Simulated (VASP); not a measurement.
Band structure of AlNi (space group Pm-3m). Level of theory: PBE GGA, VASP's PBE PAW potentials (set 64) (plane waves; VASP).

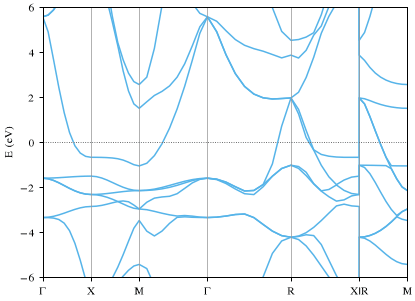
Figure: Bands along high-symmetry lines, zero at the valence-band maximum or, without a gap, the Fermi level

**Question.** Read the plot: is there a gap, and where are the band edges?

**Answer.** It has no gap at this level: it comes out as a metal or semimetal.

The structure comes from a computed database's AlNi entry; how it stands against other phases isn't given here. The cell was not relaxed at this level. The run is not spin-polarised, so no magnetic state was tried. The electron count is odd and the run is not spin-polarised, which forces a metal.
